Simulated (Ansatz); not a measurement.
```xyz
11

Sn    0.3876    0.1664   -0.3267
O    -0.7515   -0.1030    2.6051
H    -1.4675    0.5397    2.5296
O     1.4857    0.0411   -1.9421
H     1.9623   -0.7973   -1.9912
O    -1.0798    1.4414   -0.5861
H    -1.5357    1.2684   -1.4222
O    -0.1059   -1.6345    0.2570
H    -0.4564   -1.4642    1.1511
F     1.3732    1.0077    1.0686
H     0.0677    0.4416    2.6366
```

Core potentials replace the inner electrons of Sn; not at a stationary point (largest force 1.0 eV/Å).

Theory: Ansatz 0.2.0, RKS PBE0/def2-SVP.

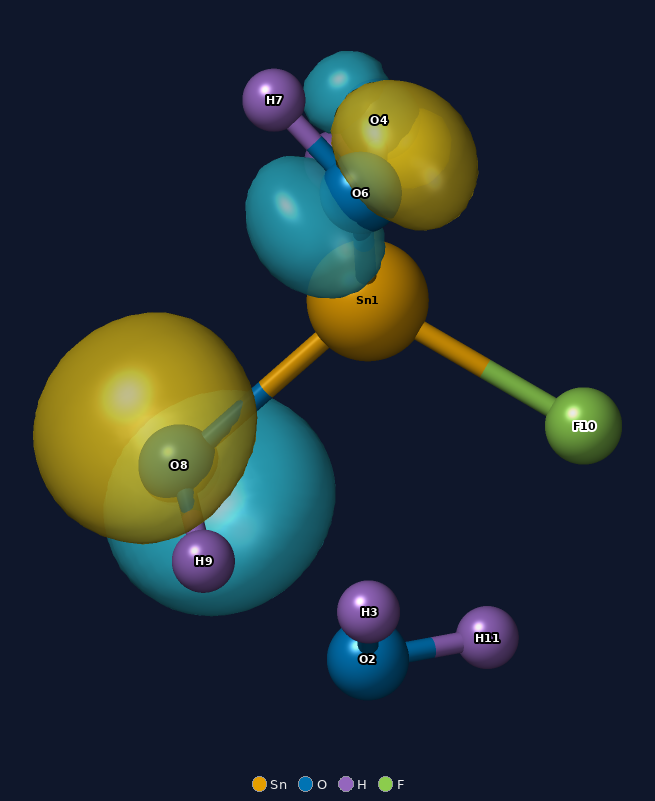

FH3O3Sn···H2O. One frontier orbital at ±0.15 Å⁻³ᐟ² (yellow and cyan are the two phases), seen at an oblique angle.

### Which orbital is it: HOMO or LUMO?

The HOMO, at −8.86 eV. It lies mainly on O8 (about 70 %) and O6 (about 15 %); largely a lone pair of O8.
